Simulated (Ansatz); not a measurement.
Predicting a hybrid from its neighbours: C2H5Cl (chloroethane)

C2H5Cl: 8 atoms, total charge 0, spin state singlet. As SMILES, `CCCl`. The shape is that of a PBE0-D4/def2-TZVP optimisation.

The vertical energy of the triplet above the singlet y, in eV, basis 6-311+G(d,p); a is the functional's share of exact exchange. Programs: Ansatz 0.2.0.

| functional | program | a | y (eV) |
| --- | --- | --- | --- |
| revPBE | Ansatz | 0 | 6.53 |
| PBE | Ansatz | 0 | 6.51 |
| B3LYP | Ansatz | 0.2 | 6.76 |
| PBE0 | Ansatz | 0.25 | ? |
| BHLYP | Ansatz | 0.5 | 6.95 |

Fit y = c + s·a to the known rows and predict PBE0.


1. Means of the 4 rows: a = 0.1750, y = 6.688.
2. Σ(Δa)² = 0.1675, Σ(Δa·Δy) = 0.14575, so the slope is 0.14575/0.1675 = 0.87015.
3. Intercept: 6.688 − (0.87015) × 0.1750 = 6.536. The largest residual of the fit is 0.050.
4. PBE0: 6.536 + (0.87015) × 0.25 = 6.75 eV.

The run gave 6.79 eV, so the prediction is off by -0.04 eV, within the largest residual.

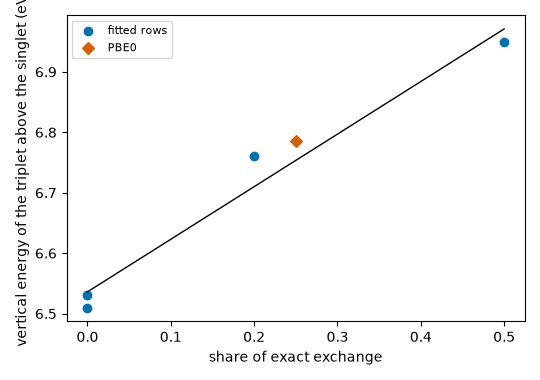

The fitted line, with the withheld row.
